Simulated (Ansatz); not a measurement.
# FH₂InN₂: what the fields show

Input file:

```
basis:
  gaussian:
    orbitals: def2-TZVPD
crystal:
  periodic: [false, false, false]
  atoms:
    - {symbol: F, position_ang: [0.834735, 0.706407, -0.857322]}
    - {symbol: In, position_ang: [0.267494, 1.434444, 1.047753]}
    - {symbol: "N", position_ang: [0.454089, -1.558106, 0.142730]}
    - {symbol: "N", position_ang: [0.117692, -1.209599, 1.264228]}
    - {symbol: H, position_ang: [0.704882, -0.808382, -0.591282]}
    - {symbol: H, position_ang: [0.502838, -2.571172, -0.117138]}
hamiltonian:
  xc: {name: PBE0}
output: {forces: true, orbitals: {seedname: orbitals}}
```

Launched as:

```sh
ansatz run input.yaml --threads 1 --pin off --max-ram 2610MiB --events-out events.jsonl --progress --plain --runs-dir runs
```

Geometry: B3LYP-D3(BJ)/def2-SVP; core potentials replace the inner electrons of In.

Theory: isolated molecule in a Gaussian basis; Kohn-Sham density functional theory, functional PBE0 in Ansatz.

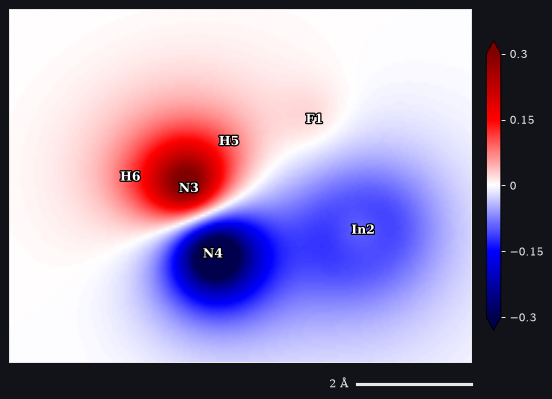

Figure 1. The LUMO on a plane 0.8 Å above the molecular plane (values in Å⁻³ᐟ²; the overall sign is arbitrary).

Describe this orbital and give its energy.

By Hirshfeld shares it lies mainly on N4 (about 40 %), In2 (about 25 %) and N3 (about 25 %); it changes sign across the molecular plane (π type); π-antibonding (a node) across N3–N4. Its energy is −1.99 eV.

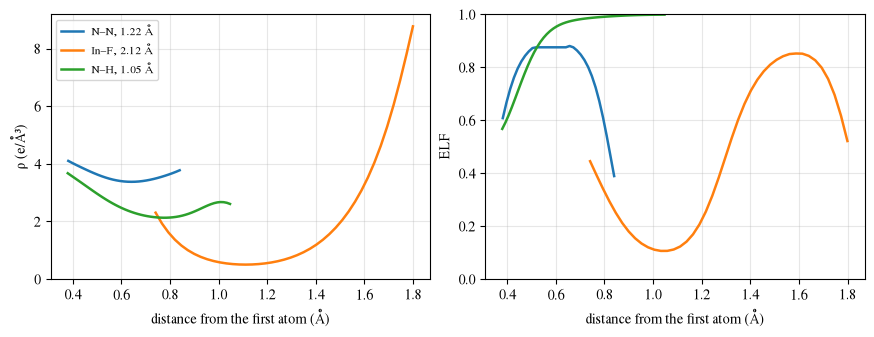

Figure 2. Electron density and electron localisation function along straight lines between neighbouring atoms. The curves leave out the atomic cores.

What can be read from the curves?

N–N (1.22 Å): ρ at the midpoint is about 3.4 e/Å³; the ELF peaks at about 0.90 between the atoms; a multiple bond.
In–F (2.12 Å): ρ at the midpoint is about 0.52 e/Å³; the ELF is about 0.10 at the midpoint.
N–H (1.05 Å): ρ at the midpoint is about 2.8 e/Å³; the ELF climbs to about 1 towards the hydrogen, as it does in any bond to H (an ordinary covalent bond to hydrogen).

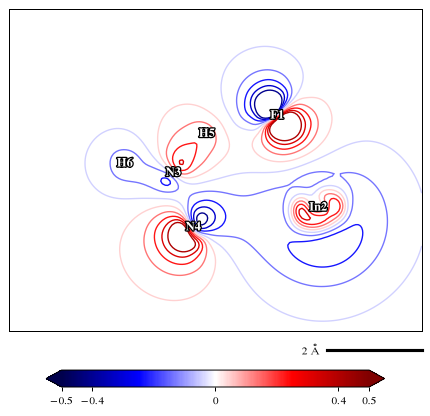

Figure 3. The HOMO−1 on the molecular plane (values in Å⁻³ᐟ²; the overall sign is arbitrary).

Where does this orbital lie, and at what energy?

By Hirshfeld shares it lies mainly on In2 (about 55 %), F1 (about 20 %) and N4 (about 15 %); it is symmetric in the molecular plane (an in-plane orbital: σ, lone-pair or in-plane π type). Its energy is −7.51 eV.
